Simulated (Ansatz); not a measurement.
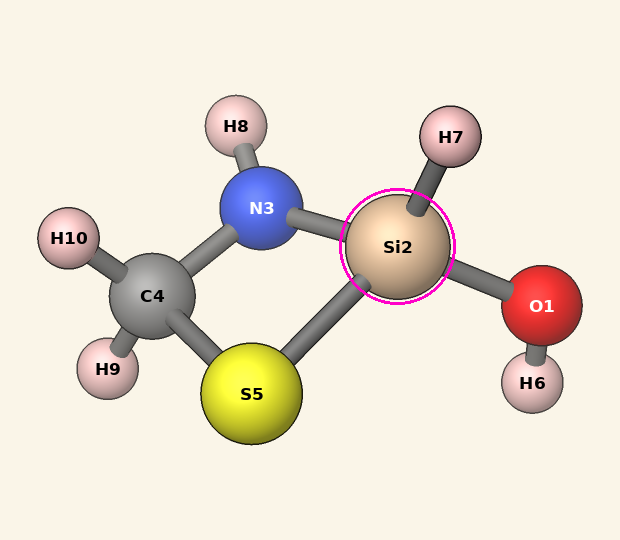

Distant atoms are faded towards the background colour. Circles mark the stereogenic atoms. The computed structure is the end point of a PBE0-D4/def2-TZVP optimisation. No frequency run is at hand to confirm it as a minimum.

> What are the Cahn–Ingold–Prelog descriptors?

Si2: R (priorities S5 > O1 > N3 > H7).
